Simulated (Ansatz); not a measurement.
bcc V was calculated with B3LYP (VWN-RPA form) (plane waves, PAW; Ansatz, an electronic-structure program).

Settings: plane-wave cutoff 460 eV, 14×14×14 k mesh, Fermi–Dirac smearing 0.05 eV, no spin polarisation, scalar-relativistic PAW data made under PBE.

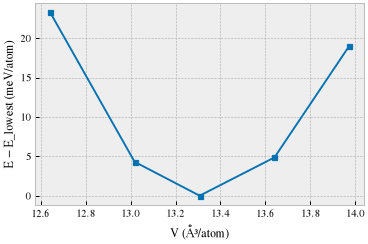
Figure: Total energy against volume

Question: From the curve, estimate the equilibrium volume and the bulk modulus.

Answer: V0 ≈ 13.3 Å³/atom and B0 ≈ 200 GPa; the fit gives V0 = 13.314 Å³/atom, B0 = 202 GPa, B′ = 4.0.

Measured, for comparison: bulk modulus 161 GPa (corrected for temperature and zero-point phonon effects, our sources range from 159 to 166; as tabulated in Levämäki et al. (2014), arXiv:1402.3671); equilibrium volume per atom 13.79 Å³/atom (static lattice: zero-point anharmonic expansion removed; as tabulated in Mejia-Rodriguez and Trickey (2018), arXiv:1807.09216). Computed (rounded) less measured: bulk modulus +25 % (+22 % to +27 % over the range), equilibrium volume per atom -3.5 %.

Static lattice: no zero-point or thermal effects.

Computing time: about 11 core-minutes (a rough figure).
